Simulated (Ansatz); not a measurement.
# Ga11Sb12 zinc blende off sphere (Ga11Sb12H32+): one state, many levels

How do method and basis change the picture of Ga11Sb12 zinc blende off sphere (Ga11Sb12H32+) (singlet)?

Program: Ansatz 0.2.0, Gaussian basis. Level of theory: as each input shows. These are calculated values, not measurements.

Plan: PBE-D4/def2-TZVP, r2SCAN-D4/def2-TZVP, BLYP-D4/def2-TZVP, PBE-D4/def2-SVP, PBE0-D4/def2-SVP, MP2/def2-SVP.

1 further run of the same task is left out (set aside as unsound or not needed). Runs told in other sessions of the task aren't counted.

### Step 1. The relaxed structure

The singlet was relaxed beforehand with PBE-D4/def2-SVP.

55 atoms, charge 1, spin multiplicity 1.

Atoms are counted from 1 here; the program's logs count them from 0.

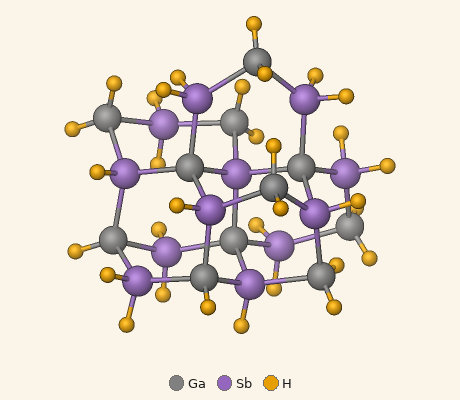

The geometry (gallium grey, antimony purple, hydrogen amber).

Sb takes a core potential in the def2 sets. No spin-orbit coupling is included. The ion is computed in the gas phase, without counter-ions or solvent.

PBE0-D4/def2-TZVP was run before; its log isn't repeated, and its numbers join the tables.

### Step 2. PBE-D4/def2-TZVP

start.molden holds the orbitals of an earlier run on this state, given as this run's starting guess.

in.yaml

```yaml
crystal:
  periodic: [false, false, false]
  atoms:
    - {symbol: Ga, position_ang: [-5.195498, 1.755089, -0.563898]}
    - {symbol: Ga, position_ang: [-2.502278, -4.059052, 2.869574]}
    - {symbol: Ga, position_ang: [1.061645, -4.487308, -0.613626]}
    - {symbol: Ga, position_ang: [-2.003849, 2.101096, -3.923225]}
    - {symbol: Ga, position_ang: [1.400364, -1.274178, -3.923928]}
    - {symbol: Ga, position_ang: [-1.718083, -1.076831, -0.935790]}
    - {symbol: Ga, position_ang: [-1.515986, 1.655022, 2.667785]}
    - {symbol: Ga, position_ang: [1.412311, -1.285669, 1.963228]}
    - {symbol: Ga, position_ang: [1.391303, 1.821200, -0.816455]}
    - {symbol: Ga, position_ang: [4.658739, -0.958199, -0.621192]}
    - {symbol: Ga, position_ang: [4.321750, 2.514048, 2.978505]}
    - {symbol: Sb, position_ang: [-3.243783, -2.443233, 0.796178]}
    - {symbol: Sb, position_ang: [-3.352808, 0.588742, -2.205079]}
    - {symbol: Sb, position_ang: [-3.419745, 2.848039, 1.177291]}
    - {symbol: Sb, position_ang: [-0.135001, -2.700976, -2.286263]}
    - {symbol: Sb, position_ang: [-0.203099, -2.745970, 3.530057]}
    - {symbol: Sb, position_ang: [2.899233, -2.757698, 0.381504]}
    - {symbol: Sb, position_ang: [-0.343272, 0.384009, -5.158603]}
    - {symbol: Sb, position_ang: [-0.175937, 3.340609, -2.369888]}
    - {symbol: Sb, position_ang: [2.886151, 0.241804, -2.309446]}
    - {symbol: Sb, position_ang: [-0.212134, 0.377867, 0.686888]}
    - {symbol: Sb, position_ang: [2.830536, 0.318074, 3.587678]}
    - {symbol: Sb, position_ang: [2.837625, 3.348147, 0.826293]}
    - {symbol: H, position_ang: [-5.868374, 2.920058, -1.375965]}
    - {symbol: H, position_ang: [-5.880946, 0.554659, 0.190110]}
    - {symbol: H, position_ang: [-3.529812, -3.783208, 4.022925]}
    - {symbol: H, position_ang: [-2.032526, -5.397290, 2.201969]}
    - {symbol: H, position_ang: [1.736048, -5.606510, -1.481734]}
    - {symbol: H, position_ang: [0.018013, -4.669097, 0.561570]}
    - {symbol: H, position_ang: [-2.761001, 3.093790, -4.880199]}
    - {symbol: H, position_ang: [2.223857, -2.068174, -5.006671]}
    - {symbol: H, position_ang: [-2.198333, 0.491865, 3.497143]}
    - {symbol: H, position_ang: [-0.523627, 2.737695, 3.250818]}
    - {symbol: H, position_ang: [5.776388, -1.653194, -1.474323]}
    - {symbol: H, position_ang: [4.845206, 0.114112, 0.528471]}
    - {symbol: H, position_ang: [5.647203, 1.973275, 2.340193]}
    - {symbol: H, position_ang: [4.068084, 3.586591, 4.095302]}
    - {symbol: H, position_ang: [-4.430515, -3.240100, -0.153014]}
    - {symbol: H, position_ang: [-4.279950, -1.209699, 1.383451]}
    - {symbol: H, position_ang: [-4.190147, -0.441266, -3.299015]}
    - {symbol: H, position_ang: [-4.297699, 3.955773, 2.150200]}
    - {symbol: H, position_ang: [-2.569177, 4.047598, 0.286609]}
    - {symbol: H, position_ang: [-1.205731, -3.513585, -3.358784]}
    - {symbol: H, position_ang: [0.848335, -3.862195, 4.301106]}
    - {symbol: H, position_ang: [-0.476560, -1.761986, 4.908674]}
    - {symbol: H, position_ang: [3.776468, -3.645436, 1.565920]}
    - {symbol: H, position_ang: [-1.363806, -0.577007, -6.145245]}
    - {symbol: H, position_ang: [0.443546, 1.222081, -6.432941]}
    - {symbol: H, position_ang: [0.799144, 4.362891, -3.343041]}
    - {symbol: H, position_ang: [-0.920396, 4.566682, -1.431415]}
    - {symbol: H, position_ang: [3.699580, 1.337595, -3.356626]}
    - {symbol: H, position_ang: [1.727136, 0.737682, 4.833405]}
    - {symbol: H, position_ang: [3.805675, -0.724776, 4.539406]}
    - {symbol: H, position_ang: [1.703788, 4.543885, 1.303202]}
    - {symbol: H, position_ang: [3.769346, 4.371458, -0.188286]}
basis:
  gaussian: {orbitals: def2-TZVP, fitting: {mean_field: def2-universal-jkfit}, initial_orbitals: start.molden}
total_charge: 1
hamiltonian: {xc: pbe, dispersion: d4}
scf: {omitted_lower_state_checks: [starts]}
output: {orbitals: {seedname: orbitals}}
```

Run with:

```
$ ansatz run in.yaml --threads 11 --pin off --events-out ev --progress --plain --max-ram 174080MiB --backend cuda --devices 0, --max-vram 75GiB
```

The log of the run:

```text
Functional definition: PBE
  name "PBE"
  cite "Perdew, Burke & Ernzerhof, Phys. Rev. Lett. 77, 3865 (1996) doi:10.1103/PhysRevLett.77.3865"
  parent pbe
  parameter kappa = 0.804
  parameter beta = 0.06672455060314922
  exchange = pbe_x(kappa = kappa, mu = beta*pi^2/3)
  correlation = pbe_c(beta = beta)
these checks for a lower state are left out or cut short: starts
6118 factors; integrals over basis functions are off by at most 6.9e-1 eV
mean field evaluation 1: about -655047.2871 eV, gradient 3.0e1 eV
mean field evaluation 2: about -655048.4129 eV, gradient 1.3e0 eV
mean field evaluation 4: about -655048.4351 eV, gradient 1.2e-1 eV
mean field evaluation 8: about -655048.4351 eV, gradient 1.5e-5 eV
mean field -655048.43512682 eV, -24072.5859831341 hartree, gradient 1.5e-5 eV, S^2 0.000000; 0 other end points of the search recorded, 0 dependent functions left out
reference -655048.43526904 eV, -24072.5859883607 hartree; 324, 324 occupied and 996, 996 virtual orbitals, 6118 factors
Total energy: -655053.46135315 eV, -24072.7706935449 hartree
Checks for a lower state left out: starts
```

Run time: 14 s. Hardware: 1 × H100 with 11 threads of AMD EPYC 7R13, shared host; peak host memory 1.7 GiB.

From the report: HOMO -8.22 eV, LUMO -5.16 eV.

### Step 3. r2SCAN-D4/def2-TZVP

Edit in.yaml of step 2 so:

```diff
@@ -61,4 +61,4 @@
 total_charge: 1
-hamiltonian: {xc: pbe, dispersion: d4}
+hamiltonian: {xc: r2scan, dispersion: d4}
 scf: {omitted_lower_state_checks: [starts]}
-output: {orbitals: {seedname: orbitals}}
+output: {forces: true, orbitals: {seedname: orbitals}}
```

Same command.

The log of the run, cut to the lines that bear on the results:

```text
Functional definition: r2SCAN
  name "r2SCAN"
  cite "Furness, Kaplan, Ning, Perdew & Sun, J. Phys. Chem. Lett. 11, 8208 (2020) doi:10.1021/acs.jpclett.0c02405"
  cite "Furness, Kaplan, Ning, Perdew & Sun, J. Phys. Chem. Lett. 11, 9248 (2020) doi:10.1021/acs.jpclett.0c03077"
  parent r2scan
[...]
6118 factors; integrals over basis functions are off by at most 6.9e-1 eV
[...]
mean field -655167.47429963 eV, -24076.9605920474 hartree, gradient 2.7e-5 eV, S^2 0.000000; 0 other end points of the search recorded, 0 dependent functions left out
[...]
reference -655167.47434503 eV, -24076.9605937155 hartree; 324, 324 occupied and 996, 996 virtual orbitals, 6118 factors
Total energy: -655168.87871204 eV, -24077.0122032514 hartree
Atom 0 at    -5.195498     1.755089    -0.563898 Å, force    -0.041467     0.010213    -0.006221 eV/Å
[...]
Atom 46 at    -1.363806    -0.577007    -6.145245 Å, force     0.190311     0.176002     0.185162 eV/Å
Atom 47 at     0.443546     1.222081    -6.432941 Å, force    -0.142621    -0.155750     0.239134 eV/Å
Atom 48 at     0.799144     4.362891    -3.343041 Å, force    -0.181618    -0.195629     0.185069 eV/Å
Atom 49 at    -0.920396     4.566682    -1.431415 Å, force     0.161555    -0.227394    -0.192314 eV/Å
Atom 50 at     3.699580     1.337595    -3.356626 Å, force    -0.146335    -0.194331     0.190654 eV/Å
Atom 51 at     1.727136     0.737682     4.833405 Å, force     0.213126    -0.082031    -0.242197 eV/Å
Atom 52 at     3.805675    -0.724776     4.539406 Å, force    -0.185005     0.195877    -0.186331 eV/Å
Atom 53 at     1.703788     4.543885     1.303202 Å, force     0.211891    -0.230809    -0.086624 eV/Å
Atom 54 at     3.769346     4.371458    -0.188286 Å, force    -0.170372    -0.202161     0.186152 eV/Å
Dipole moment:     0.002541     0.607744    -0.275049 e Å
Checks for a lower state left out: starts
```

It took 16 s on 1 × H100 with 11 threads of AMD EPYC 7R13, shared host; peak host memory 2 GiB.

Report: HOMO -8.44 eV, LUMO -5.04 eV.

### Step 4. BLYP-D4/def2-TZVP

Edit in.yaml of step 3 so:

```diff
@@ -61,3 +61,3 @@
 total_charge: 1
-hamiltonian: {xc: r2scan, dispersion: d4}
+hamiltonian: {xc: {name: BLYP}, dispersion: d4}
 scf: {omitted_lower_state_checks: [starts]}
```

Launched as before.

The log of the run, cut to the lines that bear on the results:

```text
Functional definition: BLYP
  name "BLYP"
  cite "Becke, Phys. Rev. A 38, 3098 (1988) doi:10.1103/PhysRevA.38.3098"
  cite "Lee, Yang & Parr, Phys. Rev. B 37, 785 (1988) doi:10.1103/PhysRevB.37.785"
[...]
6118 factors; integrals over basis functions are off by at most 6.9e-1 eV
[...]
mean field -655137.80450812 eV, -24075.8702473202 hartree, gradient 2.7e-5 eV, S^2 0.000000; 0 other end points of the search recorded, 0 dependent functions left out
[...]
reference -655137.80560343 eV, -24075.8702875722 hartree; 324, 324 occupied and 996, 996 virtual orbitals, 6118 factors
Total energy: -655147.50894102 eV, -24076.2268786514 hartree
Atom 0 at    -5.195498     1.755089    -0.563898 Å, force    -0.167514    -0.002998    -0.014645 eV/Å
Atom 1 at    -2.502278    -4.059052     2.869574 Å, force    -0.073378    -0.146658     0.069130 eV/Å
[...]
Atom 46 at    -1.363806    -0.577007    -6.145245 Å, force     0.034582     0.033886     0.027773 eV/Å
Atom 47 at     0.443546     1.222081    -6.432941 Å, force    -0.024196    -0.030674     0.033672 eV/Å
Atom 48 at     0.799144     4.362891    -3.343041 Å, force    -0.034857    -0.031610     0.041730 eV/Å
Atom 49 at    -0.920396     4.566682    -1.431415 Å, force     0.040589    -0.046052    -0.043466 eV/Å
Atom 50 at     3.699580     1.337595    -3.356626 Å, force    -0.030415    -0.032658     0.036625 eV/Å
Atom 51 at     1.727136     0.737682     4.833405 Å, force     0.054694    -0.023421    -0.057915 eV/Å
Atom 52 at     3.805675    -0.724776     4.539406 Å, force    -0.040987     0.040910    -0.035393 eV/Å
Atom 53 at     1.703788     4.543885     1.303202 Å, force     0.046060    -0.050010    -0.020070 eV/Å
Atom 54 at     3.769346     4.371458    -0.188286 Å, force    -0.034213    -0.038658     0.031894 eV/Å
Dipole moment:     0.027823     0.512774    -0.245523 e Å
Checks for a lower state left out: starts
```

Wall time 18 s (1 × H100 with 11 threads of AMD EPYC 7R13, shared host); peak host memory 1.9 GiB.

HOMO -8.06 eV, LUMO -5.08 eV.

### Step 5. PBE-D4/def2-SVP

Edit in.yaml of step 4 so:

```diff
@@ -59,6 +59,6 @@
 basis:
-  gaussian: {orbitals: def2-TZVP, fitting: {mean_field: def2-universal-jkfit}, initial_orbitals: start.molden}
+  gaussian: {orbitals: def2-SVP, fitting: {mean_field: def2-universal-jkfit}, initial_orbitals: start.molden}
 total_charge: 1
-hamiltonian: {xc: {name: BLYP}, dispersion: d4}
+hamiltonian: {xc: pbe, dispersion: d4}
 scf: {omitted_lower_state_checks: [starts]}
-output: {forces: true, orbitals: {seedname: orbitals}}
+output: {orbitals: {seedname: orbitals}}
```

Launched as before.

The log of the run:

```text
Functional definition: PBE
  name "PBE"
  cite "Perdew, Burke & Ernzerhof, Phys. Rev. Lett. 77, 3865 (1996) doi:10.1103/PhysRevLett.77.3865"
  parent pbe
  parameter kappa = 0.804
  parameter beta = 0.06672455060314922
  exchange = pbe_x(kappa = kappa, mu = beta*pi^2/3)
  correlation = pbe_c(beta = beta)
these checks for a lower state are left out or cut short: starts
6118 factors; integrals over basis functions are off by at most 3.5e-1 eV
mean field evaluation 1: about -654969.8297 eV, gradient 6.3e1 eV
mean field evaluation 2: about -654971.3080 eV, gradient 2.5e0 eV
mean field evaluation 4: about -654971.3568 eV, gradient 9.5e-2 eV
mean field evaluation 8: about -654971.3568 eV, gradient 1.8e-5 eV
mean field -654971.35681679 eV, -24069.7534074860 hartree, gradient 1.8e-5 eV, S^2 0.000000; 0 other end points of the search recorded, 0 dependent functions left out
reference -654971.35694144 eV, -24069.7534120668 hartree; 324, 324 occupied and 500, 500 virtual orbitals, 6118 factors
Total energy: -654976.38302555 eV, -24069.9381172510 hartree
Checks for a lower state left out: starts
```

It took 12 s on 1 × H100 with 11 threads of AMD EPYC 7R13, shared host; peak host memory 1.5 GiB.

HOMO -8.19 eV, LUMO -5.10 eV.

### Step 6. PBE0-D4/def2-SVP

Edit in.yaml of step 5 so:

```diff
@@ -61,3 +61,3 @@
 total_charge: 1
-hamiltonian: {xc: pbe, dispersion: d4}
+hamiltonian: {xc: pbe0, dispersion: d4}
 scf: {omitted_lower_state_checks: [starts]}
```

The command is unchanged.

The log of the run:

```text
Functional definition: PBE0
  name "PBE0"
  cite "Adamo & Barone, J. Chem. Phys. 110, 6158 (1999) doi:10.1063/1.478522"
  cite "Perdew, Burke & Ernzerhof, Phys. Rev. Lett. 77, 3865 (1996) doi:10.1103/PhysRevLett.77.3865"
  parent pbe
  parameter a = 0.25
  parameter kappa = 0.804
  parameter beta = 0.06672455060314922
  exchange = (1 - a)*pbe_x(kappa = kappa, mu = beta*pi^2/3) + a*exact_x
  correlation = pbe_c(beta = beta)
these checks for a lower state are left out or cut short: starts
6118 factors; integrals over basis functions are off by at most 3.5e-1 eV
mean field evaluation 1: about -654988.4424 eV, gradient 5.9e1 eV
mean field evaluation 2: about -654988.9890 eV, gradient 7.3e-1 eV
mean field evaluation 4: about -654988.9931 eV, gradient 2.1e-3 eV
mean field -654988.99306579 eV, -24070.4015276826 hartree, gradient 1.4e-5 eV, S^2 0.000000; 0 other end points of the search recorded, 0 dependent functions left out
reference -654988.99315875 eV, -24070.4015310988 hartree; 324, 324 occupied and 500, 500 virtual orbitals, 6118 factors
Total energy: -654993.65851888 eV, -24070.5729799214 hartree
Checks for a lower state left out: starts
```

It took 14 s on 1 × H100 with 11 threads of AMD EPYC 7R13, shared host; peak host memory 1.5 GiB.

HOMO -9.07 eV, LUMO -4.46 eV.

### Step 7. MP2/def2-SVP

Edit in.yaml of step 6 so:

```diff
@@ -59,5 +59,5 @@
 basis:
-  gaussian: {orbitals: def2-SVP, fitting: {mean_field: def2-universal-jkfit}, initial_orbitals: start.molden}
+  gaussian: {orbitals: def2-SVP, initial_orbitals: start.molden}
 total_charge: 1
-hamiltonian: {xc: pbe0, dispersion: d4}
+correlation: {method: mp2}
 scf: {omitted_lower_state_checks: [starts]}
```

Launched as before.

The log of the run:

```text
Functional definition: HF
  name "HF"
  cite "Fock, Z. Phys. 61, 126 (1930) doi:10.1007/BF01340294"
  parent pbe
  exchange = exact_x
  correlation = 0
these checks for a lower state are left out or cut short: starts
9192 factors; integrals over basis functions are off by at most 1.0e-3 eV
mean field evaluation 1: about -654230.8966 eV, gradient 7.5e1 eV
mean field evaluation 2: about -654237.6190 eV, gradient 7.5e0 eV
mean field evaluation 4: about -654238.4001 eV, gradient 8.7e-1 eV
mean field evaluation 8: about -654238.4030 eV, gradient 2.0e-5 eV
mean field -654238.40301964 eV, -24042.8178522546 hartree, gradient 1.5e-6 eV, S^2 0.000000; 0 other end points of the search recorded, 0 dependent functions left out
147 core orbitals not correlated: weight in the atoms' cores, before any rotation towards them, 1.000 or more for the frozen orbitals, at most 0.000 for the correlated occupied ones
reference -654238.40301964 eV, -24042.8178522546 hartree; 177, 177 occupied and 500, 500 virtual orbitals, 9192 factors
second order -108.28782969 eV of doubles, -0.00000000 eV of singles
Total energy: -654346.69084932 eV, -24046.7973565955 hartree
Checks for a lower state left out: starts
```

It took 25 s on 1 × H100 with 11 threads of AMD EPYC 7R13, shared host; peak host memory 2.6 GiB.

Report: Hartree-Fock HOMO -10.98 eV, LUMO -1.60 eV.

### Step 8. Levels side by side

| level | functions | HOMO (eV) | LUMO (eV) | gap (eV) | time |
| --- | --- | --- | --- | --- | --- |
| PBE-D4/def2-SVP | 824 | -8.19 | -5.10 | 3.09 | 12 s |
| PBE-D4/def2-TZVP | 1320 | -8.22 | -5.16 | 3.06 | 14 s |
| BLYP-D4/def2-TZVP | 1320 | -8.06 | -5.08 | 2.99 | 18 s |
| r2SCAN-D4/def2-TZVP | 1320 | -8.44 | -5.04 | 3.41 | 16 s |
| PBE0-D4/def2-SVP | 824 | -9.07 | -4.46 | 4.61 | 14 s |
| PBE0-D4/def2-TZVP | 1320 | -9.06 | -4.50 | 4.56 | 28 s |

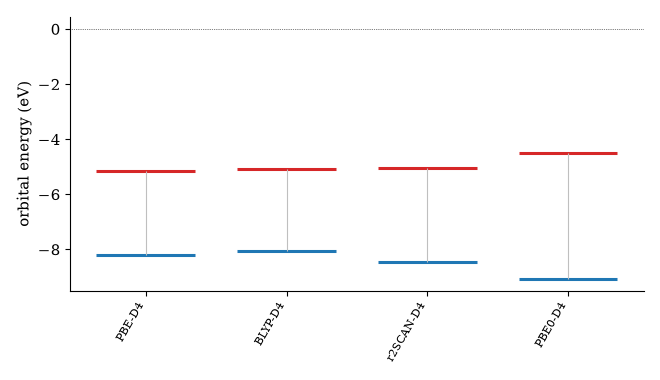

Highest filled (blue) and lowest empty (red) level in def2-TZVP.

The pieces so far (eV):

| basis | HF | MP2 correlation | total |
| --- | --- | --- | --- |
| def2-SVP | -654238.4030 | -108.2878 | -654346.6908 (MP2) |

### Step 9. What came out

```
                                                 quantity                                 value
gap in def2-TZVP, named functionals, smallest and largest  2.99 eV (BLYP-D4), 4.56 eV (PBE0-D4)
                         correlation energy, MP2/def2-SVP                            -108.29 eV
          PBE0 total energy, smallest basis above largest        76.44 eV (def2-SVP, def2-TZVP)
```

**Reading.** Over the named functionals in def2-TZVP the gap runs from 2.99 eV (BLYP-D4) to 4.56 eV (PBE0-D4); exact exchange widens it.

The slowest run with a step of its own, MP2/def2-SVP, took 25 s; the quickest functional in def2-TZVP took 14 s (shared host).
